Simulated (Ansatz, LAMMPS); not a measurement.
# Glassy 65SiO2-8Al2O3-2FeO-14MgO-6CaO-2Na2O-2TiO2 (mol %) (144 atoms): geometry optimisation, part 2 of 3

Aim: bring glassy 65SiO2-8Al2O3-2FeO-14MgO-6CaO-2Na2O-2TiO2 (mol %) (144 atoms) to a nearby minimum of the energy and see what moves.

Ansatz 0.2.0; Kohn-Sham DFT, revPBE, PAW (set soft_2), plane waves.

The cell: 32 Si, 8 Al, 1 Fe, 7 Mg, 3 Ca, 2 Na, 1 Ti and 90 O. The quench rate of 50 K/ps is many orders above laboratory rates. The starting topology of bonds comes from the classical model. Without a Hubbard term or exact exchange, open shells on Fe are likely too delocalised. Only the Γ point is sampled, in a cell whose shortest periodic width is 12 Å.

So far. Step 3 (Single point at the start): Neighbours are counted within 2.08 Å (O-Si), 2.27 Å (O-Al), 2.73 Å (O-Mg), 3.18 Å (O-Ca), 3.09 Å (O-Na), 2.62 Å (O-Fe), 2.64 Å (O-Ti).

## 4. Relaxation

With the cell held, the atoms are moved downhill towards a nearby minimum.

Contents of input.yaml:

```yaml
crystal:
  lattice:
    - [12.24569, 0.0, 0.0]
    - [0.0, 12.24569, 0.0]
    - [0.0, 0.0, 12.24569]
  atoms:
    [... the 144 atom lines of step 3 ...]
magnetization:
  spin_polarized: true
kpoints:
  mp_grid: { grid: [1, 1, 1] }
hamiltonian:
  xc: revpbe
scf:
  occupations: { method: fermi_dirac, width: 0.025 }
  lower_state_search: "off"
output:
  forces: true
relax:
  f_tol: 0.05
  max_steps: 49
```

Started as:

```console
> ansatz run input.yaml --threads 4 --pin off --max-ram 8192MiB --backend cpu --events-out ev --progress --plain --runs-dir out
```

Numbers of over 12 decimals in the logs are rounded to 6 here.

What it wrote:

```text
[...]
Crystal: 144 atoms, lattice volume = 1836.326 Å³
Basis set: ecut = 420 eV, 35825 PW (Γ), exchange–correlation on 180×180×180 points (8 copies of the dense FFT grid, shifted against one another)
Bands: 565, of which v1, the nominal top of the filled ones, is band 419 counted from 1 (418 counted from 0)
Symmetry: 1 space group operations
[...]
k-points: 1
[...]
Starting moments: Σ|m| = 4 μB on 1 of 144 sites
[...]
SCF iter   1: F=—  HF=-105071.886698 eV  |F-HF|=—  |Δ(HF+E_count)|=         —  Δρ=9.91e-2 (↑9.91e-2 ↓5.57e-2)  dr2=4.98e2  dr2_m=1.94e1  M=-0.014 μB ∫|m|=0.252 μB  β_m=0.30  ethr=3.10e-3  ⟨swp⟩=7.0  Hψ=5172  notcnv=0  defer=242
[...]
SCF iter  19: F=-104978.720693 eV  HF=-104978.720701 eV  |F-HF|=8.33e-6  |Δ(HF+E_count)|=   1.50e-5  Δρ=2.32e-5 (↑2.32e-5 ↓1.39e-5)  dr2=1.61e-5  dr2_m=1.71e-6  M=-4.000 μB ∫|m|=4.068 μB  ethr=7.46e-9  ⟨swp⟩=4.0  Hψ=3562  notcnv=0
SCF 1 converged in 19 iterations: F = -104978.720693 eV  dr2 = 1.61e-5
[...]
relax step   1: F+E_penalty+E_count = -104978.72069256 eV  Δ(F+E_penalty+E_count) = +0.000e0 eV  max|allowed force component| = 3.069e0 eV/Å  Δτ_max = 0.0000 Å  (19 SCF iters, dr2 threshold 6.25e-5 eV, accepted)
[... from here on, the SCF cycles and remarks between the steps are left out ...]
relax step   2: F+E_penalty+E_count = -104982.10295769 eV  Δ(F+E_penalty+E_count) = -3.382e0 eV  max|allowed force component| = 2.012e0 eV/Å  Δτ_max = 0.1948 Å  (8 SCF iters, dr2 threshold 1.00e-4 eV, accepted)
relax step   3: F+E_penalty+E_count = -104984.23737912 eV  Δ(F+E_penalty+E_count) = -2.134e0 eV  max|allowed force component| = 5.834e-1 eV/Å  Δτ_max = 0.1621 Å  (8 SCF iters, dr2 threshold 1.00e-4 eV, accepted)
relax step   4: F+E_penalty+E_count = -104984.56930449 eV  Δ(F+E_penalty+E_count) = -3.319e-1 eV  max|allowed force component| = 4.116e-1 eV/Å  Δτ_max = 0.1115 Å  (7 SCF iters, dr2 threshold 2.86e-5 eV, accepted)
relax step   5: F+E_penalty+E_count = -104984.77049016 eV  Δ(F+E_penalty+E_count) = -2.012e-1 eV  max|allowed force component| = 2.325e-1 eV/Å  Δτ_max = 0.1538 Å  (8 SCF iters, dr2 threshold 1.42e-5 eV, accepted)
relax step   6: F+E_penalty+E_count = -104984.87271993 eV  Δ(F+E_penalty+E_count) = -1.022e-1 eV  max|allowed force component| = 1.959e-1 eV/Å  Δτ_max = 0.1098 Å  (7 SCF iters, dr2 threshold 1.73e-5 eV, accepted)
relax step   7: F+E_penalty+E_count = -104985.00640957 eV  Δ(F+E_penalty+E_count) = -1.337e-1 eV  max|allowed force component| = 2.824e-1 eV/Å  Δτ_max = 0.2000 Å  (11 SCF iters, dr2 threshold 1.22e-5 eV, accepted)
relax step   8: F+E_penalty+E_count = -104985.07822763 eV  Δ(F+E_penalty+E_count) = -7.182e-2 eV  max|allowed force component| = 1.641e-1 eV/Å  Δτ_max = 0.1104 Å  (6 SCF iters, dr2 threshold 5.66e-5 eV, accepted)
relax step   9: F+E_penalty+E_count = -104985.12634171 eV  Δ(F+E_penalty+E_count) = -4.811e-2 eV  max|allowed force component| = 1.309e-1 eV/Å  Δτ_max = 0.0925 Å  (9 SCF iters, dr2 threshold 9.09e-6 eV, accepted)
relax step  10: F+E_penalty+E_count = -104985.15375999 eV  Δ(F+E_penalty+E_count) = -2.742e-2 eV  max|allowed force component| = 3.382e-1 eV/Å  Δτ_max = 0.1887 Å  (9 SCF iters, dr2 threshold 5.79e-6 eV, accepted)
relax step  11: F+E_penalty+E_count = -104985.17175215 eV  Δ(F+E_penalty+E_count) = -1.799e-2 eV  max|allowed force component| = 2.277e-1 eV/Å  Δτ_max = 0.0396 Å  (6 SCF iters, dr2 threshold 7.28e-5 eV, accepted)
relax step  12: F+E_penalty+E_count = -104985.18474323 eV  Δ(F+E_penalty+E_count) = -1.299e-2 eV  max|allowed force component| = 9.143e-2 eV/Å  Δτ_max = 0.0186 Å  (6 SCF iters, dr2 threshold 2.35e-5 eV, accepted)
relax step  13: F+E_penalty+E_count = -104985.19014487 eV  Δ(F+E_penalty+E_count) = -5.402e-3 eV  max|allowed force component| = 7.113e-2 eV/Å  Δτ_max = 0.0425 Å  (9 SCF iters, accepted)
relax step  14: F+E_penalty+E_count = -104985.19586346 eV  Δ(F+E_penalty+E_count) = -5.719e-3 eV  max|allowed force component| = 5.078e-2 eV/Å  Δτ_max = 0.0221 Å  (9 SCF iters, accepted)
relax step  15: F+E_penalty+E_count = -104985.19753529 eV  Δ(F+E_penalty+E_count) = -1.672e-3 eV  max|allowed force component| = 2.170e-2 eV/Å  Δτ_max = 0.0208 Å  (9 SCF iters, accepted)
SCF converged after 9 iterations
Magnetization: -4.0000 μB (417.0000 up, 421.0000 down)
Absolute magnetization: 4.0685 μB (∫|ρ↑−ρ↓|, with the PAW one-centre terms)
[...]
Per-site moments (μB) at R_I (Å): [(-2.838133910175851e-7, 0.653221), (9.396749121743852e-7, 0.658225), (-4.769298678432358e-6, 0.659448), (9.861028436032725e-7, 0.645184), (-0.000136404, 0.669459), [...]
Free energy (F): -104985.197535 eV
[...]
Internal energy: -104985.197535 eV  (E = F + TS)
E sigma→0 (E₀):  -104985.197535 eV
Entropy (-TS):   -0.000000 eV (-0.000 meV/atom)
Fermi energy:    6.240208 eV
[...]
--- Forces (eV/Å), atoms counted from 1 ---
  atom   1  Si    -0.01163180     0.00452119     0.00487549
  atom   2  Si     0.00471103    -0.01027715    -0.00653020
  atom   3  Si    -0.00860761     0.01805526     0.00501866
  atom   4  Si     0.00557128    -0.00086719    -0.01431980
  atom   5  Si    -0.01258682    -0.00441481     0.00029229
  atom   6  Si    -0.00299381    -0.00487578    -0.00535075
  atom   7  Si    -0.00054837     0.01536808     0.00219145
  atom   8  Si    -0.00106641    -0.00448747     0.00947908
  atom   9  Si    -0.00340513    -0.00300084     0.00613883
  atom  10  Si    -0.00354168    -0.00056700     0.00174631
  atom  11  Si    -0.00061803    -0.00096094     0.00459152
  atom  12  Si    -0.00485367    -0.00017840    -0.00491304
  atom  13  Si     0.00228369    -0.00804342    -0.00913719
  atom  14  Si    -0.00617238    -0.00460979    -0.00325055
[...]
atom 143  O     -0.00017176     0.00518673     0.00283979
  atom 144  O      0.00109142    -0.00069631     0.00904422
  max |Σ_I F_I| component: 6.52e-5 eV/Å
--- Relaxed structure (15 steps of the walk, 15 accepted, 0 SCFs on fresh bases) ---
  F+E_penalty+E_count = -104985.19753529 eV   max|allowed force component| = 2.170e-2 eV/Å
  atoms:
    - { symbol: Si, position: [0.514318, 0.449450, 0.254803] }
    - { symbol: Si, position: [0.535274, 0.042092, 0.227800] }
    - { symbol: Si, position: [0.902019, 0.574040, 0.089173] }
    - { symbol: Si, position: [0.010309, 0.353611, 0.034440] }
[...]
- { symbol: O, position: [0.783093, 0.370195, 0.655230] }
```

Elapsed: 15 min, on 4 threads of Arm Neoverse V1, shared host; peak memory 5.1 GiB.

Step by step:

| step | energy less that of the first step (eV) | largest force component (eV/Å) |
| --- | --- | --- |
| 1 | 0.0000 | 3.0688 |
| 2 | -3.3823 | 2.0125 |
| 3 | -5.5167 | 0.5834 |
| 4 | -5.8486 | 0.4116 |
| 5 | -6.0498 | 0.2325 |
| 6 | -6.1520 | 0.1959 |
| 7 | -6.2857 | 0.2824 |
| 8 | -6.3575 | 0.1641 |
| 9 | -6.4056 | 0.1309 |
| 10 | -6.4331 | 0.3382 |
| 11 | -6.4511 | 0.2277 |
| 12 | -6.4641 | 0.0914 |
| 13 | -6.4695 | 0.0711 |
| 14 | -6.4752 | 0.0508 |
| 15 | -6.4768 | 0.0217 |

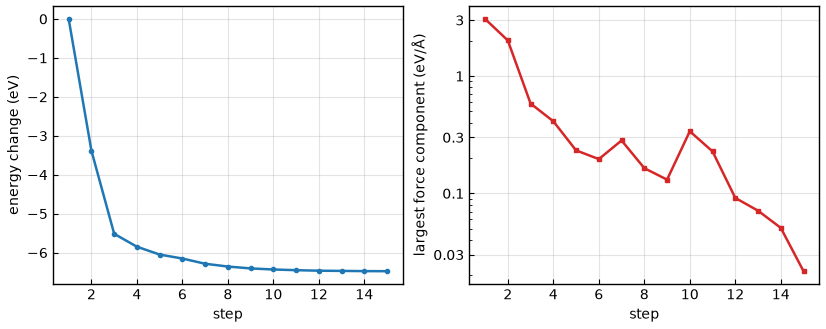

Energy and largest force along the relaxation.

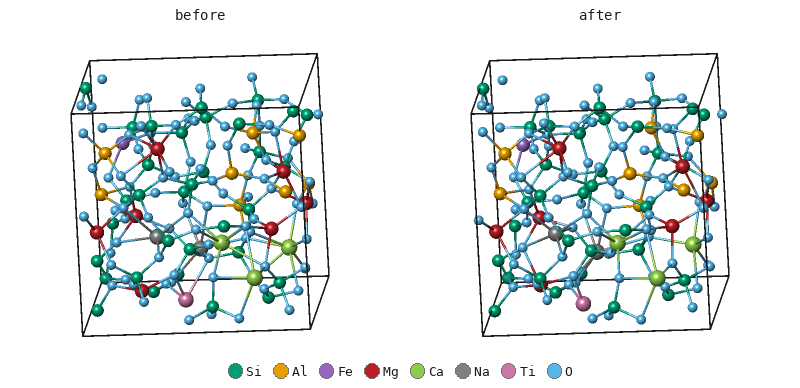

Before and after, at one scale. Bonds to atoms that aren't drawn are left out.

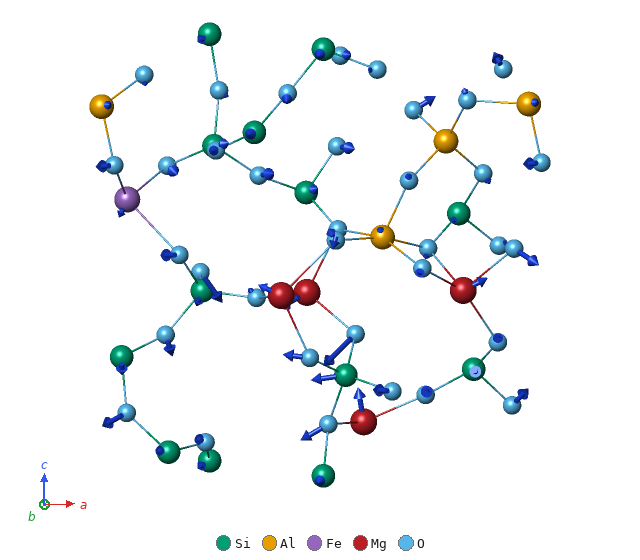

Displacements in the relaxation, exaggerated; the longest in the cell stands for 0.56 Å. Drawn is a slice 4 Å thick, seen along the normal of the ac plane. Bonds to atoms that aren't drawn are left out.

The atoms that moved most (Å):

| atom | dx | dy | dz | length |
| --- | --- | --- | --- | --- |
| O137 | -0.320 | 0.278 | -0.362 | 0.557 |
| O97 | 0.445 | 0.217 | 0.168 | 0.523 |
| O83 | 0.226 | 0.112 | -0.405 | 0.477 |
| O139 | -0.052 | 0.395 | 0.154 | 0.427 |
| Na52 | 0.385 | -0.159 | -0.089 | 0.426 |
| O138 | 0.226 | 0.100 | -0.317 | 0.402 |
| O74 | 0.179 | -0.223 | 0.274 | 0.396 |
| O81 | 0.226 | -0.269 | -0.142 | 0.379 |

The relaxation changed the energy by -45.0 meV/atom, and atoms moved by 0.22 Å r.m.s., 0.56 Å at most.

## 5. Distances and neighbours after relaxation

Bonds before and after, by the cutoffs listed below:

| pair | bonds before | bonds after | mean before (Å) | mean after (Å) | spread before (Å) | spread after (Å) |
| --- | --- | --- | --- | --- | --- | --- |
| O-Si | 128 | 128 | 1.633 | 1.639 | 0.018 | 0.035 |
| O-Al | 33 | 34 | 1.775 | 1.809 | 0.061 | 0.087 |
| O-Mg | 32 | 34 | 2.061 | 2.103 | 0.125 | 0.206 |
| O-Ca | 20 | 18 | 2.530 | 2.460 | 0.178 | 0.229 |
| O-Na | 10 | 9 | 2.639 | 2.454 | 0.114 | 0.110 |
| O-Fe | 5 | 5 | 2.206 | 2.141 | 0.051 | 0.100 |
| O-Ti | 6 | 5 | 2.054 | 1.906 | 0.223 | 0.028 |

Density 2.71 g/cm³, 12.75 Å³ an atom.

Pair distribution functions g(r), in bins of 0.2 Å:

| r (Å) | total | O-O | O-Si | O-Al | O-Mg | O-Ca | O-Na |
| --- | --- | --- | --- | --- | --- | --- | --- |
| 1.50 | 0.40 | 0.00 | 1.43 | 0.00 | 0.00 | 0.00 | 0.00 |
| 1.70 | 3.39 | 0.00 | 10.68 | 6.01 | 0.00 | 0.00 | 0.00 |
| 1.90 | 0.70 | 0.00 | 0.00 | 4.09 | 5.21 | 0.00 | 0.00 |
| 2.10 | 0.26 | 0.00 | 0.00 | 0.49 | 2.12 | 1.20 | 0.00 |
| 2.30 | 0.20 | 0.00 | 0.00 | 0.00 | 1.11 | 3.07 | 2.26 |
| 2.50 | 0.54 | 0.96 | 0.00 | 0.00 | 0.55 | 2.60 | 3.24 |
| 2.70 | 1.85 | 4.60 | 0.00 | 0.00 | 0.16 | 0.73 | 0.59 |
| 2.90 | 0.78 | 1.13 | 0.09 | 0.25 | 0.27 | 0.66 | 0.95 |
| 3.10 | 1.00 | 0.89 | 0.40 | 0.20 | 0.12 | 0.81 | 1.31 |
| 3.30 | 0.89 | 0.86 | 0.83 | 0.73 | 0.53 | 0.00 | 0.76 |
| 3.50 | 0.95 | 0.73 | 0.97 | 1.80 | 1.05 | 0.44 | 0.33 |
| 3.70 | 1.04 | 0.82 | 1.54 | 1.57 | 1.27 | 0.59 | 1.19 |
| 3.90 | 0.93 | 0.53 | 1.59 | 0.61 | 1.20 | 1.62 | 0.53 |
| 4.10 | 1.23 | 0.80 | 1.88 | 1.81 | 1.51 | 1.28 | 1.44 |
| 4.30 | 1.15 | 0.69 | 1.73 | 1.38 | 1.56 | 1.01 | 0.66 |
| 4.50 | 0.99 | 0.83 | 0.89 | 1.56 | 1.26 | 1.06 | 0.81 |
| 4.70 | 1.01 | 1.16 | 0.68 | 0.73 | 1.27 | 1.48 | 2.01 |
| 4.90 | 1.03 | 1.41 | 0.63 | 0.84 | 0.73 | 1.02 | 1.52 |
| 5.10 | 1.06 | 1.48 | 0.65 | 0.51 | 0.63 | 0.73 | 0.78 |
| 5.30 | 0.97 | 1.15 | 0.72 | 0.83 | 0.70 | 1.35 | 1.02 |
| 5.50 | 0.91 | 1.02 | 0.87 | 0.71 | 0.84 | 0.54 | 0.94 |
| 5.70 | 0.96 | 0.90 | 0.99 | 1.09 | 0.89 | 0.59 | 0.50 |
| 5.90 | 1.05 | 1.00 | 1.11 | 1.17 | 1.07 | 0.79 | 0.93 |

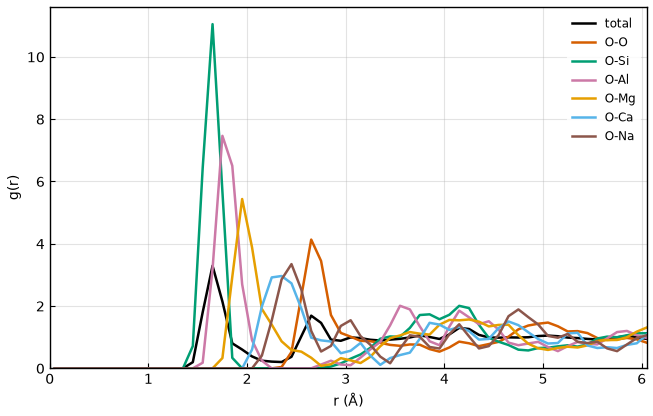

Pair distribution functions, lightly smoothed.

Bonds by pair of elements; cutoffs follow the first minimum of g(r), held within bounds set by covalent radii, and pairs that aren't listed don't count as bonded:

| pair A-B | cutoff (Å) | bonds | mean length (Å) | spread (Å) | shortest (Å) | B about A | A about B |
| --- | --- | --- | --- | --- | --- | --- | --- |
| O-Si | 2.12 | 128 | 1.64 | 0.035 | 1.56 | 1.42 | 4 |
| O-Al | 2.38 | 34 | 1.81 | 0.087 | 1.70 | 0.378 | 4.25 |
| O-Mg | 2.75 | 34 | 2.10 | 0.206 | 1.88 | 0.378 | 4.86 |
| O-Ca | 3.02 | 18 | 2.46 | 0.229 | 2.11 | 0.2 | 6 |
| O-Na | 2.77 | 9 | 2.45 | 0.11 | 2.23 | 0.1 | 4.5 |
| O-Fe | 2.63 | 5 | 2.14 | 0.1 | 2.02 | 0.056 | 5 |
| O-Ti | 2.64 | 5 | 1.91 | 0.028 | 1.86 | 0.056 | 5 |

How many atoms have how many bonded neighbours:

| element | mean | 2 | 3 | 4 | 5 | 6 |
| --- | --- | --- | --- | --- | --- | --- |
| Al | 4.25 | 0 | 0 | 6 | 2 | 0 |
| Ca | 6 | 0 | 0 | 0 | 0 | 3 |
| Fe | 5 | 0 | 0 | 0 | 1 | 0 |
| Mg | 4.86 | 0 | 0 | 2 | 4 | 1 |
| Na | 4.5 | 0 | 0 | 1 | 1 | 0 |
| O | 2.59 | 43 | 41 | 6 | 0 | 0 |
| Si | 4 | 0 | 0 | 32 | 0 | 0 |
| Ti | 5 | 0 | 0 | 0 | 1 | 0 |

Bond angles, per cent of each kind in bins of 5°:

| angle (°) | O-Si-O | O-Mg-O | O-Al-O | O-Ca-O | Si-O-Si |
| --- | --- | --- | --- | --- | --- |
| 50–55 | 0.0 | 0.0 | 0.0 | 2.2 | 0.0 |
| 55–60 | 0.0 | 0.0 | 0.0 | 4.4 | 0.0 |
| 60–65 | 0.0 | 6.0 | 0.0 | 8.9 | 0.0 |
| 65–70 | 0.0 | 1.5 | 0.0 | 2.2 | 0.0 |
| 70–75 | 0.0 | 3.0 | 0.0 | 6.7 | 0.0 |
| 75–80 | 0.0 | 6.0 | 3.6 | 4.4 | 0.0 |
| 80–85 | 0.0 | 6.0 | 3.6 | 6.7 | 0.0 |
| 85–90 | 0.0 | 4.5 | 7.1 | 11.1 | 0.0 |
| 90–95 | 0.0 | 7.5 | 5.4 | 6.7 | 0.0 |
| 95–100 | 3.6 | 16.4 | 12.5 | 2.2 | 0.0 |
| 100–105 | 17.2 | 4.5 | 14.3 | 4.4 | 0.0 |
| 105–110 | 33.9 | 9.0 | 10.7 | 4.4 | 0.0 |
| 110–115 | 31.8 | 7.5 | 16.1 | 2.2 | 0.0 |
| 115–120 | 10.9 | 7.5 | 10.7 | 8.9 | 6.8 |
| 120–125 | 2.6 | 1.5 | 5.4 | 2.2 | 9.1 |
| 125–130 | 0.0 | 3.0 | 3.6 | 2.2 | 15.9 |
| 130–135 | 0.0 | 1.5 | 1.8 | 8.9 | 15.9 |
| 135–140 | 0.0 | 0.0 | 0.0 | 0.0 | 9.1 |
| 140–145 | 0.0 | 3.0 | 0.0 | 2.2 | 13.6 |
| 145–150 | 0.0 | 4.5 | 1.8 | 4.4 | 9.1 |
| 150–155 | 0.0 | 3.0 | 0.0 | 2.2 | 0.0 |
| 155–160 | 0.0 | 3.0 | 0.0 | 2.2 | 11.4 |
| 160–165 | 0.0 | 0.0 | 1.8 | 0.0 | 4.5 |
| 165–170 | 0.0 | 1.5 | 0.0 | 0.0 | 0.0 |
| 170–175 | 0.0 | 0.0 | 0.0 | 0.0 | 4.5 |
| 175–180 | 0.0 | 0.0 | 1.8 | 0.0 | 0.0 |

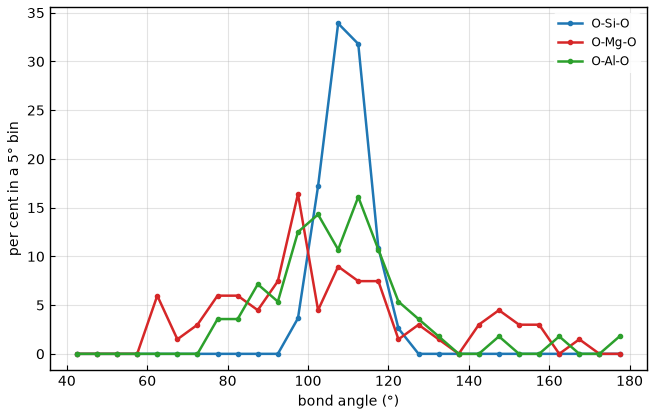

Distributions of the most common bond angles.

Bond angles (no mean is given where the spread exceeds 20°):

| angle | count | mean (°) | spread (°) |
| --- | --- | --- | --- |
| O-Si-O | 192 | 109 | 5 |
| O-Mg-O | 67 | - | - |
| O-Al-O | 56 | 108 | 18.3 |
| O-Ca-O | 45 | - | - |
| Si-O-Si | 44 | 139 | 14.5 |

Oxygen atoms by the number of network formers (Si, P, Ge, B, Al, As, Ga) bound to them:

| network formers bound to O | O atoms | per cent |
| --- | --- | --- |
| 0 | 0 | 0 |
| 1 | 21 | 23.3 |
| 2 | 66 | 73.3 |
| 3 | 3 | 3.3 |

Network units: each former by its oxygen neighbours and how many of them bridge to another former:

| former | O neighbours | bridging O | atoms |
| --- | --- | --- | --- |
| Si | 4 | 1 | 1 |
| Si | 4 | 2 | 1 |
| Si | 4 | 3 | 14 |
| Si | 4 | 4 | 16 |
| Al | 4 | 4 | 6 |
| Al | 5 | 4 | 2 |

Bond length by coordination (bonds to H left out):

| element | coordination | atoms | mean bond length (Å) |
| --- | --- | --- | --- |
| Al | 4 | 6 | 1.77 |
| Al | 5 | 2 | 1.90 |
| Mg | 4 | 2 | 1.99 |
| Mg | 5 | 4 | 2.12 |
| Mg | 6 | 1 | 2.22 |
| Na | 4 | 1 | 2.49 |
| Na | 5 | 1 | 2.42 |
| O | 2 | 43 | 1.66 |
| O | 3 | 41 | 1.92 |
| O | 4 | 6 | 2.09 |

Rings of the network by King's shortest-path rule, up to 12 atoms, one path for each pair of neighbours; H, halogens, alkali and alkaline-earth atoms are left out, and the last column divides by all other atoms, bonded or not:

| ring size (atoms) | rings | per network atom |
| --- | --- | --- |
| 4 | 3 | 0.023 |
| 6 | 9 | 0.068 |
| 8 | 13 | 0.098 |
| 10 | 24 | 0.182 |
| 12 | 13 | 0.098 |

First main peaks of g(r), for some of the pairs, lie near 2.7 Å (O-O), 1.6 Å (O-Si), 1.8 Å (O-Al), 2.0 Å (O-Mg), 2.3 Å (O-Ca) and 2.5 Å (O-Na). With the cutoffs above, 75 % of Al atoms have 4, all Ca atoms have 6, all Fe atoms have 5 and 57 % of Mg atoms have 5 bonded neighbours. The O-Si-O angle averages 109° with a spread of 5°. Counting bonds to Si and Al alone, not to Fe and Ti, 73 % of the oxygens join two of these atoms and 23 % one; 3 % join three. The commonest Si unit has 4 oxygens, 4 of them shared with other formers (16 of 32 atoms). Rings of 10 atoms are the most common (39 % of those counted); sizes run from 4 to 12, where the search stops.

(Part 2 of 3 ends here.)

[Logs are printed without paths, hosts, clocks, repeated set-up lines and the standing remarks that a program may print on its own settings, such as how far it seeks lower states.]

[Hosts, paths, dates, database ids (printed as entryN), source tags and the programs' standing remarks are cut or masked in the printed files.]
